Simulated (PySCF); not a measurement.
Vertical excitations of a molecule C6H6 from PySCF 2.14.0 with TDDFT-CAM-B3LYP/def2-SVPD, as energy in eV (oscillator strength): 5.21 (0.000), 5.39 (0.000), 5.49 (0.370), 5.70 (0.000), 6.17 (0.000), 6.38 (0.002), 6.99 (0.001), 6.99 (0.214), 7.25 (0.211), 7.47 (0.289). Lowest triplet (TDA): 3.45 eV. Geometry: PBE-D3(BJ)/def2-SVP. Other conformers were not sampled.

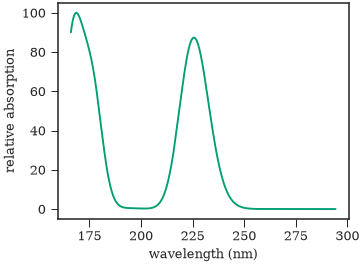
Figure: The lines broadened by 0.4 eV.

Pick the molecule that these values belong to.
(A) C#C[C@H]1C=CC1
(B) C#CC(=C)C=C
(C) C=C=CC#CC
(D) C#CC=C=CC

C, C=C=CC#CC
